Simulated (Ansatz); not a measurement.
Phonon calculation of C3H9Ga

- system: C3H9Ga
- method: RKS PBE0-D4/def2-TZVP (Ansatz 0.2.0)

The geometry comes from this level: PBE0-D4/def2-TZVP. Figures and captions count atoms from 1; the log counts them from 0 in places.

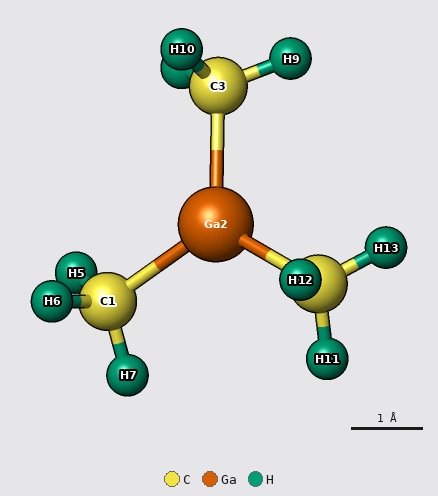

Figure 1. The structure as given in the input (ball-and-stick view, seen at a tilt; atoms are numbered from 1 in the order of the input). Sticks mark near contacts.

Input:
```yaml
crystal:
  periodic: [false, false, false]
  atoms:
    - {symbol: C, position_ang: [-0.387838, 1.662778, -0.989224]}
    - {symbol: Ga, position_ang: [0.034464, -0.013665, -0.032241]}
    - {symbol: C, position_ang: [1.382847, -0.011722, 1.412330]}
    - {symbol: C, position_ang: [-0.955122, -1.670840, -0.455413]}
    - {symbol: H, position_ang: [0.472417, 2.333400, -1.039998]}
    - {symbol: H, position_ang: [-1.180713, 2.194457, -0.451841]}
    - {symbol: H, position_ang: [-0.752705, 1.476914, -2.001428]}
    - {symbol: H, position_ang: [2.158962, 0.738457, 1.247291]}
    - {symbol: H, position_ang: [1.854628, -0.988770, 1.534959]}
    - {symbol: H, position_ang: [0.893665, 0.232950, 2.361514]}
    - {symbol: H, position_ang: [-1.305530, -1.687969, -1.489356]}
    - {symbol: H, position_ang: [-1.839425, -1.736669, 0.187848]}
    - {symbol: H, position_ang: [-0.355150, -2.564119, -0.269543]}
basis:
  gaussian: {orbitals: def2-TZVP}
hamiltonian: {xc: pbe0, dispersion: d4}
phonons: {temperatures: {t_min: 298.15, t_max: 900, t_step: 200}}
```

Run on 4 threads of Arm Neoverse V2, 23 GiB of memory available, shared host.

Command:
```bash
ansatz run in.yaml --threads 4 --pin off --events-out ev --progress --plain --max-ram 10444MiB
```

What the program printed:
```
Functional definition: PBE0
  name "PBE0"
  cite "Adamo & Barone, J. Chem. Phys. 110, 6158 (1999) doi:10.1063/1.478522"
  cite "Perdew, Burke & Ernzerhof, Phys. Rev. Lett. 77, 3865 (1996) doi:10.1103/PhysRevLett.77.3865"
  parent pbe
  parameter a = 0.25
  parameter kappa = 0.804
  parameter beta = 0.06672455060314922
  exchange = (1 - a)*pbe_x(kappa = kappa, mu = beta*pi^2/3) + a*exact_x
  correlation = pbe_c(beta = beta)
1349 factors; their error is unknown
mean field evaluation 1: about -55610.6045 eV, gradient 8.6e1 eV
mean field evaluation 2: about -55605.8912 eV, gradient 9.5e1 eV
mean field evaluation 4: about -55626.2172 eV, gradient 4.0e0 eV
mean field evaluation 8: about -55626.2357 eV, gradient 8.9e-2 eV
mean field evaluation 16: about -55626.4090 eV, gradient 1.1e-5 eV
mean field -55626.40895786 eV, -2044.2328242672 hartree, gradient 1.1e-5 eV, S^2 0.000000; 0 other end points of the search recorded, 0 dependent functions left out
the calculation of the forces begins
reference -55626.40899243 eV, -2044.2328255377 hartree; 29, 29 occupied and 166, 166 virtual orbitals, 1349 factors
these checks for a lower state are left out or cut short: stability, starts, cluster_reference, orbital_swaps, neighbouring_geometries, increment
1349 factors; their error is unknown
mean field -55626.40880268 eV, -2044.2328185642 hartree, gradient 2.6e-6 eV, S^2 0.000000; 0 other end points of the search recorded, 0 dependent functions left out
[... from here on the field's lines of each further geometry are left out, up to the last ...]
the calculation of the forces begins
reference -55626.40897235 eV, -2044.2328247995 hartree; 29, 29 occupied and 166, 166 virtual orbitals, 1349 factors
these checks for a lower state are left out or cut short: stability, starts, cluster_reference, orbital_swaps, neighbouring_geometries, increment
1349 factors; their error is unknown
mean field -55626.40894648 eV, -2044.2328238491 hartree, gradient 1.0e-6 eV, S^2 0.000000; 0 other end points of the search recorded, 0 dependent functions left out
the calculation of the forces begins
reference -55626.40898106 eV, -2044.2328251196 hartree; 29, 29 occupied and 166, 166 virtual orbitals, 1349 factors
WARN: phonons: modes at or below zero, which the zero-point energy, F, S and C_V leave out: 3, the lowest at -42.88 cm⁻¹. A minimum has none, and a first-order saddle one
Total energy: -55626.59879706 eV, -2044.2398007289 hartree
Atom 0 at    -0.387838     1.662778    -0.989224 Å, force     0.000261     0.000318    -0.000422 eV/Å
Atom 1 at     0.034464    -0.013665    -0.032241 Å, force     0.000316    -0.000009    -0.000227 eV/Å
Atom 2 at     1.382847    -0.011722     1.412330 Å, force     0.000557    -0.000120     0.000139 eV/Å
Atom 3 at    -0.955122    -1.670840    -0.455413 Å, force    -0.000016    -0.000428    -0.000368 eV/Å
Atom 4 at     0.472417     2.333400    -1.039998 Å, force     0.000114    -0.000316    -0.000279 eV/Å
Atom 5 at    -1.180713     2.194457    -0.451841 Å, force    -0.000782    -0.000161     0.001104 eV/Å
Atom 6 at    -0.752705     1.476914    -2.001428 Å, force     0.000500    -0.000247    -0.000023 eV/Å
Atom 7 at     2.158962     0.738457     1.247291 Å, force     0.000014    -0.000348    -0.000410 eV/Å
Atom 8 at     1.854628    -0.988770     1.534959 Å, force     0.000029     0.000145    -0.000486 eV/Å
Atom 9 at     0.893665     0.232950     2.361514 Å, force    -0.001189     0.000367     0.000411 eV/Å
Atom 10 at    -1.305530    -1.687969    -1.489356 Å, force     0.000465     0.000034    -0.000078 eV/Å
Atom 11 at    -1.839425    -1.736669     0.187848 Å, force    -0.000530     0.000650     0.001069 eV/Å
Atom 12 at    -0.355150    -2.564119    -0.269543 Å, force     0.000260     0.000116    -0.000430 eV/Å
Dipole moment:    -0.006329     0.002073     0.006217 e Å
Vibrations: -42.88 -22.17 -21.58 151.89 154.81 154.93 526.90 571.03 571.08 611.06 611.94 651.59 736.70 768.36 768.78 1218.51 1218.53 1223.99 1438.05 1444.56 1444.61 1449.67 1449.85 1459.89 3040.25 3040.28 3042.12 3116.10 3116.14 3117.09 3142.19 3142.95 3143.01 cm⁻¹, zero-point energy 2.884297 eV
```

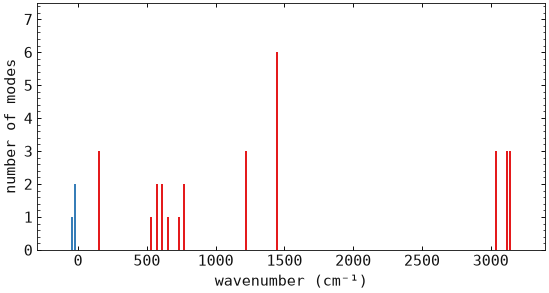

Figure 2. Harmonic vibrational wavenumbers from the force constants; neighbouring modes closer than 14 cm⁻¹ are counted in one stick, and imaginary ones are drawn at negative wavenumbers. 33 modes from 43i to 3143 cm⁻¹, 3 imaginary beyond 8i (43i, 22i, 22i cm⁻¹): not a minimum.

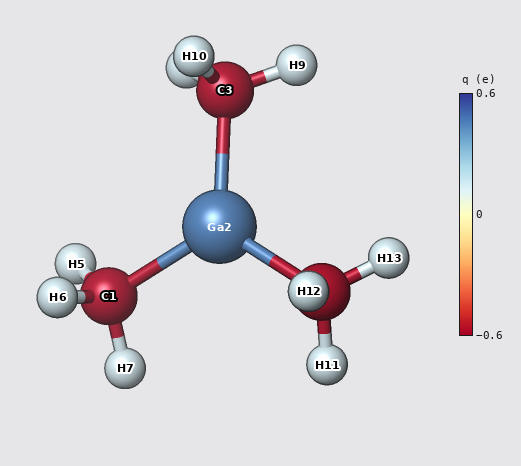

Figure 3. Mulliken charges, as the colour of each atom (ball-and-stick view, seen at a tilt; atoms are numbered from 1 in the order of the input). By element: C −0.57, Ga +0.46 and H +0.14 e.

Results in brief:

- outcome: converged
- total energy: −55626.5988 eV
- mean-field energy: −55626.4090 eV
- dispersion energy: −0.1898 eV
- largest force (length of the vector): 0.001 eV/Å
- dipole moment: 0.04 D
- wall time: 3 min (CPU time 11 min)
- peak memory: 0.54 GiB
